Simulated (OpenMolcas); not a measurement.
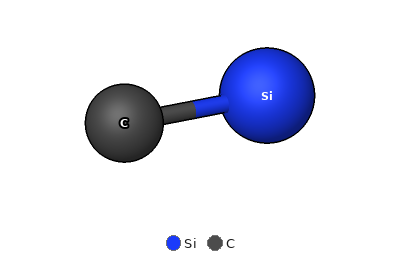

The molecule at the reference distance of 1.689 Å.

## Relativistic diatomic calculation for SiC⁻ (part 1 of 2)

- system: SiC⁻.
- method: SA-CASSCF(9,8)/XMS-CASPT2 + RASSI spin-orbit (X2C scalar, AMFI), ANO-RCC-VTZP (OpenMolcas)

## Input file
```
&GATEWAY
Coord
2
angstrom
Si 0.0 0.0 0.0
C 0.0 0.0 1.6890
Basis=ANO-RCC-VTZP
Group=XY
RX2C
AMFI
ANGMom
0.0 0.0 0.0
RICD
&SEWARD
&GUESSORB
&RASSCF
FileOrb=$CurrDir/o21.orb
Symmetry=1
Spin=2
nActEl=9 0 0
Inactive=4 2
RAS2=4 4
CIRoot=7 7 1
Linear
Iterations=120 100
OrbListing=Nothing
PRWF=0.15
>>COPY $Project.RasOrb $CurrDir/o21.orb
>>COPY $Project.rasscf.h5 $CurrDir/r21.h5
&CASPT2
XMultistate=all
Imaginary=0.2
IPEA=0.25
MaxIter=40
>>COPY $Project.JobMix JOB001
&RASSCF
FileOrb=$CurrDir/o22.orb
Symmetry=2
Spin=2
nActEl=9 0 0
Inactive=4 2
RAS2=4 4
CIRoot=8 8 1
Linear
Iterations=120 100
OrbListing=Nothing
PRWF=0.15
>>COPY $Project.RasOrb $CurrDir/o22.orb
>>COPY $Project.rasscf.h5 $CurrDir/r22.h5
&CASPT2
XMultistate=all
Imaginary=0.2
IPEA=0.25
MaxIter=40
>>COPY $Project.JobMix JOB002
&RASSCF
FileOrb=$CurrDir/o41.orb
Symmetry=1
Spin=4
nActEl=9 0 0
Inactive=4 2
RAS2=4 4
CIRoot=5 5 1
Linear
Iterations=120 100
OrbListing=Nothing
PRWF=0.15
>>COPY $Project.RasOrb $CurrDir/o41.orb
>>COPY $Project.rasscf.h5 $CurrDir/r41.h5
&CASPT2
XMultistate=all
Imaginary=0.2
IPEA=0.25
MaxIter=40
>>COPY $Project.JobMix JOB003
&RASSCF
FileOrb=$CurrDir/o42.orb
Symmetry=2
Spin=4
nActEl=9 0 0
Inactive=4 2
RAS2=4 4
CIRoot=2 2 1
Linear
Iterations=120 100
OrbListing=Nothing
PRWF=0.15
>>COPY $Project.RasOrb $CurrDir/o42.orb
>>COPY $Project.rasscf.h5 $CurrDir/r42.h5
&CASPT2
XMultistate=all
Imaginary=0.2
IPEA=0.25
MaxIter=40
>>COPY $Project.JobMix JOB004
&RASSCF
FileOrb=$CurrDir/o61.orb
Symmetry=1
Spin=6
nActEl=9 0 0
Inactive=4 2
RAS2=4 4
CIRoot=1 1 1
Linear
Iterations=120 100
OrbListing=Nothing
PRWF=0.15
>>COPY $Project.RasOrb $CurrDir/o61.orb
>>COPY $Project.rasscf.h5 $CurrDir/r61.h5
&CASPT2
XMultistate=all
Imaginary=0.2
IPEA=0.25
MaxIter=40
>>COPY $Project.JobMix JOB005
&RASSI
Nr of JobIphs=5 7 8 5 2 1
1 2 3 4 5 6 7
1 2 3 4 5 6 7 8
1 2 3 4 5
1 2
1
SpinOrbit
EJob
Omega
MEES
MESO
Properties=4
'AngMom' 3 'Mltpl  1' 1 'Mltpl  1' 2 'Mltpl  1' 3
Thrs=1.0d-4
>>COPY $Project.rassi.h5 $CurrDir/so.h5
```

The first orbital files come from an earlier step.

Command:
```bash
pymolcas m.inp (one call a module block, same work directory)
```

## Log (extracts)
```
++    Wave function specifications:
      Number of closed shell electrons          12
      Number of electrons in active shells       9
      Number of inactive orbitals                6
      Number of active orbitals                  8
      Number of secondary orbitals              50
      Spin quantum number                      0.5
      State symmetry                             1
++    Orbital specifications:
      Symmetry species                           1   2
                                                 a   b
      Frozen orbitals                            0   0
      Inactive orbitals                          4   2
      Active orbitals                            4   4
      RAS2 orbitals                              4   4
      Secondary orbitals                        26  24
      Number of basis functions                 34  30
      printout of CI-coefficients larger than  0.15 for root  1
      energy=    -327.369146
      conf/sym  1111 2222     Coeff  Weight
           738  0u22 0220  -0.15393 0.02370
           756  0u22 2002  -0.15393 0.02370
           764  0u22 0022   0.91824 0.84317
      printout of CI-coefficients larger than  0.15 for root  2
      energy=    -327.266445
      conf/sym  1111 2222     Coeff  Weight
           370  022u 0u2d   0.16120 0.02598
           377  022u u0d2  -0.16120 0.02598
           379  022u 0022   0.58994 0.34803
           746  0u22 0d2u   0.34162 0.11671
           755  0u22 0u2d  -0.34457 0.11873
           760  0u22 d0u2  -0.34162 0.11671
           762  0u22 u0d2   0.34457 0.11873
      printout of CI-coefficients larger than  0.15 for root  3
      energy=    -327.208173
      conf/sym  1111 2222     Coeff  Weight
           745  0u22 d02u  -0.41003 0.16813
           754  0u22 u02d  -0.54381 0.29573
           761  0u22 0du2  -0.41003 0.16813
           763  0u22 0ud2  -0.54381 0.29573
      printout of CI-coefficients larger than  0.15 for root  4
      energy=    -327.206942
      conf/sym  1111 2222     Coeff  Weight
           746  0u22 0d2u  -0.66689 0.44475
           760  0u22 d0u2  -0.66689 0.44475
      printout of CI-coefficients larger than  0.15 for root  5
      energy=    -327.206942
      conf/sym  1111 2222     Coeff  Weight
           745  0u22 d02u  -0.66690 0.44476
           761  0u22 0du2   0.66690 0.44476
      printout of CI-coefficients larger than  0.15 for root  6
      energy=    -327.204880
      conf/sym  1111 2222     Coeff  Weight
           379  022u 0022  -0.58344 0.34040
           746  0u22 0d2u   0.48571 0.23591
           760  0u22 d0u2  -0.48571 0.23591
      printout of CI-coefficients larger than  0.15 for root  7
      energy=    -327.201276
      conf/sym  1111 2222     Coeff  Weight
           755  0u22 0u2d  -0.67113 0.45041
           762  0u22 u0d2  -0.67113 0.45041
      Natural orbitals and occupation numbers for root  1
      sym 1:   0.028524   1.020047   1.989605   1.943907
      sym 2:   0.126168   0.126168   1.882791   1.882791
      Natural orbitals and occupation numbers for root  2
      sym 1:   0.041543   1.314796   1.981195   1.653397
      sym 2:   0.362931   0.362931   1.641603   1.641603
      Natural orbitals and occupation numbers for root  3
      sym 1:   0.025478   1.018628   1.991244   1.948760
      sym 2:   0.534295   0.534295   1.473649   1.473650
      Natural orbitals and occupation numbers for root  4
      sym 1:   0.029015   1.018487   1.991661   1.942219
      sym 2:   0.545124   0.545124   1.464185   1.464185
      Natural orbitals and occupation numbers for root  5
      sym 1:   0.029013   1.018487   1.991659   1.942217
      sym 2:   0.545122   0.545122   1.464190   1.464190
      Natural orbitals and occupation numbers for root  6
      sym 1:   0.044383   1.350514   1.979343   1.619462
      sym 2:   0.371426   0.371426   1.631722   1.631722
      Natural orbitals and occupation numbers for root  7
      sym 1:   0.028751   1.010734   1.983301   1.941483
      sym 2:   0.540618   0.540618   1.477247   1.477247
      RASSCF energy for state  7                   -327.20127572
::    RASSCF root number  1 Total energy:   -327.36914636
::    RASSCF root number  2 Total energy:   -327.26644526
::    RASSCF root number  3 Total energy:   -327.20817274
::    RASSCF root number  4 Total energy:   -327.20694177
::    RASSCF root number  5 Total energy:   -327.20694177
::    RASSCF root number  6 Total energy:   -327.20487981
::    RASSCF root number  7 Total energy:   -327.20127572
      Von Neumann Entropy (Root   1) =  1.29726
++    Wave function specifications:
      Number of closed shell electrons           6
      Number of electrons in active shells       9
      Number of inactive orbitals                3
      Number of active orbitals                  8
      Number of secondary orbitals              50
      Spin quantum number                      0.5
      State symmetry                             1
      Number of CSFs                          1176
      Number of CASSCF root(s) available         7
      CASPT2 state passed to geometry opt.       7
      A file JOBMIX will be created
      This is a MULTI-STATE CASSCF reference
      Number of CI roots used                    7
      These are:                                 1   2   3   4   5   6   7
      Off-diagonal elements of Heff are computed
  FINAL CASPT2 RESULT:
      Reference energy:        -327.3691463607
      E2 (Non-variational):      -0.1974207867
      Shift correction:          -0.0025500977
      E2 (Variational):          -0.1999708844
      Total energy:            -327.5691172452
      Reference weight:           0.91324
  FINAL CASPT2 RESULT:
      Reference energy:        -327.2664452641
      E2 (Non-variational):      -0.1980470159
      Shift correction:          -0.0037087222
      E2 (Variational):          -0.2017557381
      Total energy:            -327.4682010022
      Reference weight:           0.90564
  FINAL CASPT2 RESULT:
      Reference energy:        -327.2081727385
      E2 (Non-variational):      -0.2081860581
      Shift correction:          -0.0032813981
      E2 (Variational):          -0.2114674562
      Total energy:            -327.4196401947
      Reference weight:           0.90611
  FINAL CASPT2 RESULT:
      Reference energy:        -327.2069417664
      E2 (Non-variational):      -0.2028954403
      Shift correction:          -0.0031522044
      E2 (Variational):          -0.2060476447
      Total energy:            -327.4129894111
      Reference weight:           0.91085
  FINAL CASPT2 RESULT:
      Reference energy:        -327.2069417662
      E2 (Non-variational):      -0.2027520800
      Shift correction:          -0.0030204982
      E2 (Variational):          -0.2057725782
      Total energy:            -327.4127143444
      Reference weight:           0.91101
  FINAL CASPT2 RESULT:
      Reference energy:        -327.2048798127
      E2 (Non-variational):      -0.1953362525
      Shift correction:          -0.0027643349
      E2 (Variational):          -0.1981005875
      Total energy:            -327.4029804002
      Reference weight:           0.91357
  FINAL CASPT2 RESULT:
      Reference energy:        -327.2012757150
      E2 (Non-variational):      -0.2047707864
      Shift correction:          -0.0029939767
      E2 (Variational):          -0.2077647631
      Total energy:            -327.4090404781
      Reference weight:           0.90891
       Total XMS-CASPT2 energies:
::    XMS-CASPT2 Root  1     Total energy:   -327.56834412
::    XMS-CASPT2 Root  2     Total energy:   -327.46207970
::    XMS-CASPT2 Root  3     Total energy:   -327.41964021
::    XMS-CASPT2 Root  4     Total energy:   -327.41271479
::    XMS-CASPT2 Root  5     Total energy:   -327.41243049
::    XMS-CASPT2 Root  6     Total energy:   -327.40987481
::    XMS-CASPT2 Root  7     Total energy:   -327.40959895
++    Wave function specifications:
      Number of closed shell electrons          12
      Number of electrons in active shells       9
      Number of inactive orbitals                6
      Number of active orbitals                  8
      Number of secondary orbitals              50
      Spin quantum number                      0.5
      State symmetry                             2
      printout of CI-coefficients larger than  0.15 for root  1
      energy=    -327.345220
      conf/sym  1111 2222     Coeff  Weight
           204  0222 00u2   0.94829 0.89925
      printout of CI-coefficients larger than  0.15 for root  2
      energy=    -327.345220
      conf/sym  1111 2222     Coeff  Weight
           198  0222 002u   0.94829 0.89925
      printout of CI-coefficients larger than  0.15 for root  3
      energy=    -327.221392
      conf/sym  1111 2222     Coeff  Weight
           191  0222 u020   0.22263 0.04957
           192  0222 0u20  -0.27647 0.07644
           196  0222 u0du   0.31628 0.10003
           197  0222 0udu  -0.54301 0.29486
           200  0222 u0ud   0.33917 0.11503
           201  0222 0uud   0.26944 0.07260
           202  0222 u002   0.27661 0.07652
           203  0222 0u02   0.36256 0.13145
           747  0022 u022   0.17517 0.03068
      printout of CI-coefficients larger than  0.15 for root  4
      energy=    -327.221392
      conf/sym  1111 2222     Coeff  Weight
           191  0222 u020  -0.36256 0.13145
           192  0222 0u20   0.27661 0.07652
           196  0222 u0du   0.50485 0.25487
           200  0222 u0ud  -0.33555 0.11259
           201  0222 0uud  -0.44349 0.19668
           202  0222 u002   0.27647 0.07644
           203  0222 0u02   0.22263 0.04957
           748  0022 0u22   0.17517 0.03068
      printout of CI-coefficients larger than  0.15 for root  5
      energy=    -327.205562
      conf/sym  1111 2222     Coeff  Weight
           468  0220 0u22   0.19218 0.03693
           748  0022 0u22  -0.86101 0.74134
      printout of CI-coefficients larger than  0.15 for root  6
      energy=    -327.205562
      conf/sym  1111 2222     Coeff  Weight
           467  0220 u022  -0.19218 0.03693
           747  0022 u022   0.86101 0.74134
      printout of CI-coefficients larger than  0.15 for root  7
      energy=    -327.192089
      conf/sym  1111 2222     Coeff  Weight
           191  0222 u020   0.38074 0.14496
           192  0222 0u20  -0.30967 0.09589
           196  0222 u0du  -0.21897 0.04795
           197  0222 0udu  -0.26922 0.07248
           200  0222 u0ud  -0.37926 0.14384
           201  0222 0uud  -0.46630 0.21744
           202  0222 u002  -0.38073 0.14496
           203  0222 0u02   0.30967 0.09590
      printout of CI-coefficients larger than  0.15 for root  8
      energy=    -327.192089
      conf/sym  1111 2222     Coeff  Weight
           191  0222 u020   0.30967 0.09590
           192  0222 0u20   0.38073 0.14496
           196  0222 u0du   0.26922 0.07248
           197  0222 0udu  -0.21897 0.04795
           200  0222 u0ud   0.46630 0.21744
           201  0222 0uud  -0.37926 0.14384
           202  0222 u002  -0.30967 0.09589
           203  0222 0u02  -0.38074 0.14496
      Natural orbitals and occupation numbers for root  1
      sym 1:   0.030165   1.958931   1.985499   1.978652
      sym 2:   0.102264   0.056286   0.980250   1.907954
      Natural orbitals and occupation numbers for root  2
      sym 1:   0.030165   1.958931   1.985499   1.978652
      sym 2:   0.056286   0.102264   1.907954   0.980250
      Natural orbitals and occupation numbers for root  3
      sym 1:   0.028021   1.899667   1.983410   1.973886
      sym 2:   0.414329   0.634106   0.700847   1.365733
      Natural orbitals and occupation numbers for root  4
      sym 1:   0.028021   1.899667   1.983410   1.973886
      sym 2:   0.634106   0.414329   1.365733   0.700847
      Natural orbitals and occupation numbers for root  5
      sym 1:   0.014946   0.313812   1.982187   1.830968
      sym 2:   0.164527   0.999535   1.773626   1.920399
      Natural orbitals and occupation numbers for root  6
      sym 1:   0.014946   0.313812   1.982187   1.830968
      sym 2:   0.999535   0.164527   1.920399   1.773626
      Natural orbitals and occupation numbers for root  7
      sym 1:   0.024942   1.966916   1.988340   1.983466
      sym 2:   0.519356   0.519353   0.998810   0.998818
      Natural orbitals and occupation numbers for root  8
      sym 1:   0.024942   1.966916   1.988340   1.983466
      sym 2:   0.519353   0.519356   0.998818   0.998810
      RASSCF energy for state  8                   -327.19208897
::    RASSCF root number  1 Total energy:   -327.34521969
::    RASSCF root number  2 Total energy:   -327.34521969
::    RASSCF root number  3 Total energy:   -327.22139181
::    RASSCF root number  4 Total energy:   -327.22139181
::    RASSCF root number  5 Total energy:   -327.20556204
::    RASSCF root number  6 Total energy:   -327.20556204
::    RASSCF root number  7 Total energy:   -327.19208897
::    RASSCF root number  8 Total energy:   -327.19208897
      Von Neumann Entropy (Root   1) =  1.07970
++    Wave function specifications:
      Number of closed shell electrons           6
      Number of electrons in active shells       9
      Number of inactive orbitals                3
      Number of active orbitals                  8
      Number of secondary orbitals              50
      Spin quantum number                      0.5
      State symmetry                             2
      Number of CSFs                          1176
      Number of CASSCF root(s) available         8
      CASPT2 state passed to geometry opt.       8
      A file JOBMIX will be created
      This is a MULTI-STATE CASSCF reference
      Number of CI roots used                    8
      These are:                                 1   2   3   4   5   6   7   8
      Off-diagonal elements of Heff are computed
  FINAL CASPT2 RESULT:
      Reference energy:        -327.3452196918
      E2 (Non-variational):      -0.1966311222
      Shift correction:          -0.0024767088
      E2 (Variational):          -0.1991078310
      Total energy:            -327.5443275228
      Reference weight:           0.91456
  FINAL CASPT2 RESULT:
      Reference energy:        -327.3452196918
      E2 (Non-variational):      -0.1966311222
      Shift correction:          -0.0024767088
      E2 (Variational):          -0.1991078310
      Total energy:            -327.5443275227
      Reference weight:           0.91456
  FINAL CASPT2 RESULT:
      Reference energy:        -327.2213918068
      E2 (Non-variational):      -0.1988241038
      Shift correction:          -0.0027518498
      E2 (Variational):          -0.2015759536
      Total energy:            -327.4229677604
      Reference weight:           0.91263
  FINAL CASPT2 RESULT:
      Reference energy:        -327.2213918067
      E2 (Non-variational):      -0.1988241042
      Shift correction:          -0.0027518499
      E2 (Variational):          -0.2015759541
      Total energy:            -327.4229677608
      Reference weight:           0.91263
  FINAL CASPT2 RESULT:
      Reference energy:        -327.2055620434
      E2 (Non-variational):      -0.2194078659
      Shift correction:          -0.0047832497
      E2 (Variational):          -0.2241911156
      Total energy:            -327.4297531589
      Reference weight:           0.88723
  FINAL CASPT2 RESULT:
      Reference energy:        -327.2055620428
      E2 (Non-variational):      -0.2194078672
      Shift correction:          -0.0047832496
      E2 (Variational):          -0.2241911169
      Total energy:            -327.4297531596
      Reference weight:           0.88723
  FINAL CASPT2 RESULT:
      Reference energy:        -327.1920889651
      E2 (Non-variational):      -0.2042416411
      Shift correction:          -0.0027729785
      E2 (Variational):          -0.2070146196
      Total energy:            -327.3991035847
      Reference weight:           0.91098
  FINAL CASPT2 RESULT:
      RSPIN-FREE ENERGIES:
  (Shifted by EMIN (a.u.) =       -327.5683441212)
 SF State       Relative EMIN(au)   Rel lowest level(eV)    D:o, cm**(-1)      Abs_M
     1             0.0000000000        0.0000000000              0.0000         0.0
     8             0.0239792608        0.6525089279           5262.8394         1.0
     9             0.0239792608        0.6525089279           5262.8394         1.0
    16             0.0892434810        2.4284388310          19586.6801         0.0
     2             0.1062644215        2.8916022172          23322.3447         0.0
    17             0.1129596949        3.0737898877          24791.7874         2.0
    18             0.1131802393        3.0797912059          24840.1913         2.0
    21             0.1259777312        3.4280287014          27648.9161         1.0
    22             0.1259777312        3.4280287014          27648.9161         1.0
    19             0.1302295549        3.5437267194          28582.0836         0.0
    10             0.1357045839        3.6927098468          29783.7135         1.0
    11             0.1357045848        3.6927098731          29783.7137         1.0
    13             0.1482125209        4.0330681540          32528.8884         1.0
    12             0.1482125209        4.0330681540          32528.8884         1.0
     3             0.1487039107        4.0464395506          32636.7360         0.0
     4             0.1556293270        4.2348897283          34156.6892         2.0
     5             0.1559136354        4.2426261550          34219.0877         2.0
     6             0.1584693105        4.3121696156          34779.9935         0.0
     7             0.1587451676        4.3196760693          34840.5371         0.2
    14             0.1693280910        4.6076520862          37163.2203         3.0
    15             0.1693280910        4.6076520862          37163.2203         3.0
    23             0.1883019281        5.1239564972          41327.4963         0.0
    20             0.1960695211        5.3353234694          43032.2859         0.0
```

(Continued in part 2.) Outcome of the run: converged; components of a degenerate state are split by 62 cm⁻¹; whether the anion is bound against detachment isn't tested.
